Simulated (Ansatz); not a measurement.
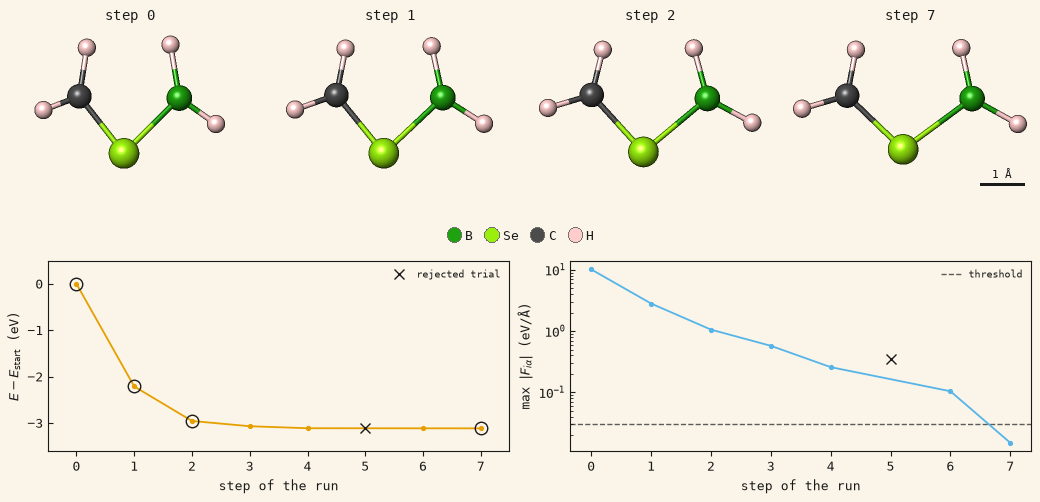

Frames of a relaxation of CH$_{4}$BSe (charge +1), marked on the history of the run. Style: ball-and-stick. Shown at a tilt.

It is one of the separated reactants of a reaction.

Theory: RKS PBE-D4/def2-SVP (Ansatz 0.2.0).

The input:
```yaml
crystal:
  periodic: [false, false, false]
  atoms:
    - {symbol: B, position_ang: [-1.065457, 0.111476, -0.509526]}
    - {symbol: Se, position_ang: [0.058728, -1.341805, -0.154155]}
    - {symbol: C, position_ang: [1.027848, -0.146995, 0.486229]}
    - {symbol: H, position_ang: [-1.847630, -0.382165, -0.963862]}
    - {symbol: H, position_ang: [-0.847948, 1.328023, -0.234711]}
    - {symbol: H, position_ang: [1.772479, -0.574327, 0.794303]}
    - {symbol: H, position_ang: [0.901980, 1.005792, 0.581722]}
basis:
  gaussian: {orbitals: def2-SVP}
total_charge: 1
hamiltonian: {xc: pbe, dispersion: d4}
relax: {f_tol: 0.03, max_steps: 250}
```

Run as
```bash
ansatz run in.yaml --threads 2 --pin off --events-out ev --progress --plain --max-ram 4352MiB
```

What happens along the run?

H4 moves most after the best rigid fit: 0.51 Å. By element the largest moves are H 0.51 Å, B 0.30 Å, C 0.29 Å, Se 0.10 Å. Among the contacts that change: Se2–H6 2.104 → 2.509 Å, C3–H6 0.912 → 1.107 Å, B1–H4 1.030 → 1.204 Å, B1–Se2 1.871 → 2.044 Å. Bond angles that change, for instance: B1–Se2–C3 82.3° → 99.0°, Se2–B1–H4 99.7° → 114.5°, Se2–C3–H6 105.6° → 118.7°. The energy falls by 3.114 eV in 6 accepted moves (7 points after the start). Largest force component: 10 eV/Å at the start, 0.015 eV/Å at the end. The line search rejected the trial step at point 5 of the run. From step 0 to 1: H6 moves most (0.19 Å), energy −2.211 eV. From step 1 to 2: H4 moves most (0.19 Å), energy −0.744 eV. From step 2 to 7: H5 moves most (0.17 Å), energy −0.159 eV.

```tsv
step	E − E(0), eV	largest force component, eV/Å	note
0	0.0000	10.1360	
1	-2.2115	2.8108	
2	-2.9551	1.0557	
3	-3.0681	0.5744	
4	-3.1112	0.2577	
5	-3.1086	0.3485	rejected
6	-3.1130	0.1042	
7	-3.1139	0.0150
```
